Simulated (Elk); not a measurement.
Band structure of CaMg3 (P-6m2, 4 atoms in the cell).

```
CELL_PARAMETERS angstrom
      3.40907     0.00000     0.00000
     -1.70453     2.95234     0.00000
      0.00000     0.00000    10.88068
ATOMIC_POSITIONS crystal
  Ca 0.00000 0.00000 0.50000
  Mg 0.00000 0.00000 0.00000
  Mg 0.66667 0.33333 0.76455
  Mg 0.66667 0.33333 0.23545
```

Computed with Elk with PBEsol, all-electron FP-LAPW, Elk's shipped species files, APW+lo basis with extra local orbitals.

Settings: xctype = 22; rgkmax = 7.5; stype = 0; swidth = 0.00367493 Ha; ngridk = 9 9 3; gmaxvr = 18 1/bohr; lmaxapw = 10; lmaxo = 8; nxlo = 2; lorbcnd = true; lradstp = 2; nrmtscf = 2; lmaxi = 4; maxscl = 100.

The starting cell comes from a database of computed structures (which also holds hypothetical and non-ambient phases and stackings), without a prior relaxation at this level. Values depend on the basis (sphere radii, cutoffs, local orbitals), which need not be converged.

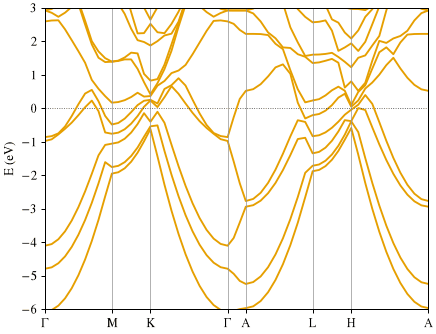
Figure. Bands along the path, energies from the Fermi level.

Levels in eV from the Fermi level, bands 17 to 24:
| point | 17 | 18 | 19 | 20 | 21 | 22 | 23 | 24 |
|---|---|---|---|---|---|---|---|---|
| Γ | -6.08 | -4.80 | -4.11 | -0.98 | -0.87 | 2.59 | 2.91 | 2.91 |
| M | -1.96 | -1.76 | -1.06 | -0.77 | -0.49 | 0.16 | 1.38 | 1.39 |
| K | -0.63 | -0.55 | -0.41 | 0.22 | 0.25 | 0.36 | 0.41 | 0.82 |
| A | -5.97 | -5.25 | -2.95 | -2.78 | 0.51 | 2.21 | 2.91 | 2.91 |
| L | -1.89 | -1.72 | -1.35 | -0.84 | -0.21 | 0.23 | 1.34 | 1.59 |
| H | -0.60 | -0.40 | -0.39 | -0.05 | 0.04 | 0.09 | 0.80 | 1.22 |

Bands cross the Fermi level along this path, so the cell is metallic at this level.
